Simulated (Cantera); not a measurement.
Feed: 1 mol Mg(OH)₂, 1.8 mol C, 0.081 mol H₂, equilibrated at 1123 K.

Method: chemical equilibrium by Gibbs-energy minimisation in Cantera with the NASA 1993 tables (ideal gas, pure condensed phases). Candidate condensed phases: C, C₆H₆, C₇H₈, C₈H₁₈, H₂O, Mg, MgCO₃, MgO, Mg(OH)₂; 116 gas species. Equilibrium is a limit: real reactors are often held back by kinetics, nucleation or transport.

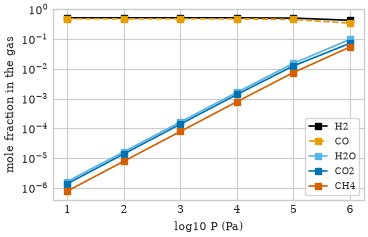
Fig. 1. Equilibrium gas composition (values under 1e-9 drawn at 1e-9)

From 0.000100 bar to 10.0 bar the condensed part is C(graphite) + MgO(s).
